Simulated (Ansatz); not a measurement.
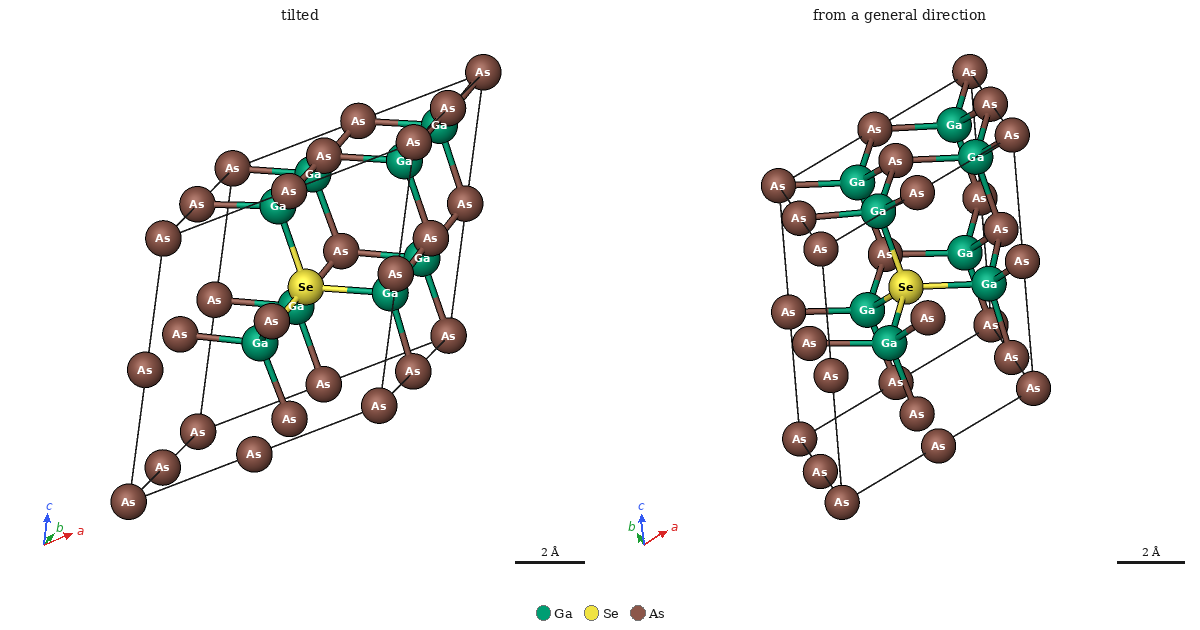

The image is a ball-and-stick drawing of a crystal, viewed slightly off an axis and from a general direction. The frame is the supercell; atoms at its boundary are shown with their periodic copies. The host is GaAs, in a cell of 16 sites, and the cell carries a charge of +1.

Which defect is modelled here, and what are its neighbours?

Answer. Selenium on an arsenic site (a substitutional impurity). It is bonded to four Ga in a tetrahedral arrangement at about 2.5 Å.

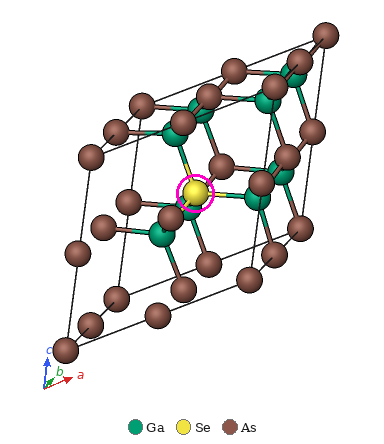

The same cell with a ring at the defect's site.

The atoms were relaxed in the host's cell with Ansatz 0.2.0, DFT LDA, scalar-relativistic, plane waves, PAW.
